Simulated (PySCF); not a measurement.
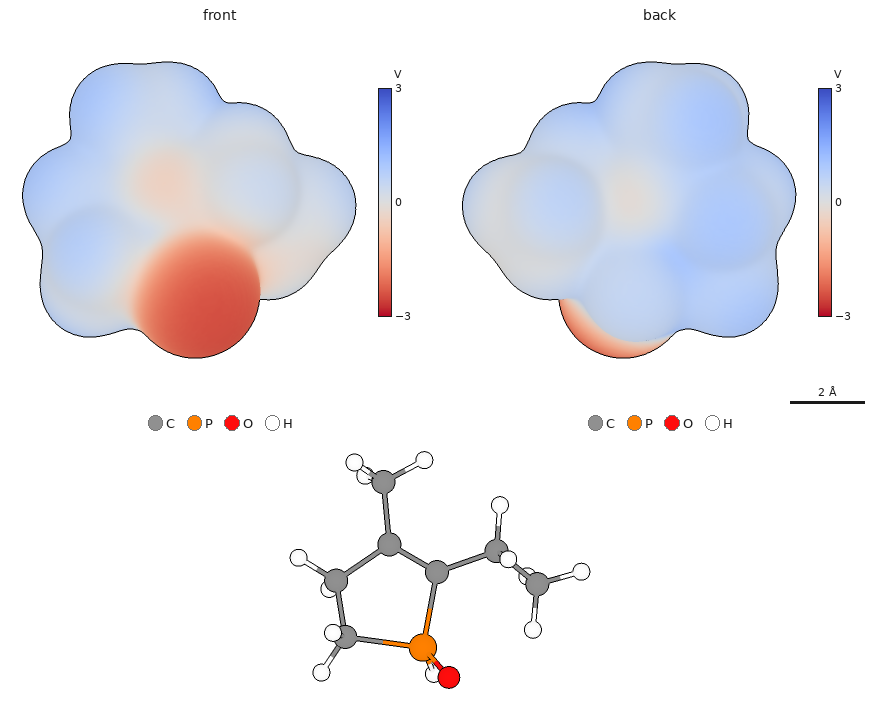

The picture shows: C₇H₁₃OP. The electrostatic potential painted on the density surface at 0.002 e/bohr³, seen from the front and from behind; the colour scale runs from red (negative) to blue (positive). The bare structure is drawn below in the same view.

Geometry: GFN2-xTB.

Computed with PBE0/pcSseg-1, SCF density, gas phase, non-relativistic in PySCF.

```xyz
22

C     2.5936   -0.7694    0.2582
C     1.6614    0.3255    0.7692
C     0.2727    0.0513    0.3012
C    -0.5747    0.7969   -0.4103
C    -0.3316    2.1701   -0.9414
C    -1.9114    0.1665   -0.7309
C    -2.1523   -0.9872    0.2419
P    -0.4724   -1.5443    0.7217
O    -0.2842   -2.0937    2.0662
H     3.6014   -0.6311    0.6430
H     2.6316   -0.7642   -0.8297
H     2.2243   -1.7399    0.5923
H     2.0093    1.3085    0.4467
H     1.6617    0.3031    1.8633
H    -0.4969    2.1867   -2.0183
H    -1.0300    2.8746   -0.4896
H     0.6800    2.5072   -0.7373
H    -2.7106    0.9096   -0.6786
H    -1.8813   -0.2074   -1.7587
H    -2.7721   -1.7803   -0.1757
H    -2.6261   -0.6330    1.1626
H    -0.1027   -2.4302   -0.2964
```

### Describe the electrostatic potential map.

The most negative region (about −2.4 V, or −55 kcal/mol for a unit charge) lies over O9, the most positive (about +1.0 V, or +23 kcal/mol for a unit charge) over the C, H and P atoms. O9 is the likeliest acceptor of a hydrogen bond.

### What dipole moment does the calculation give?

Its dipole moment is 4.68 D.
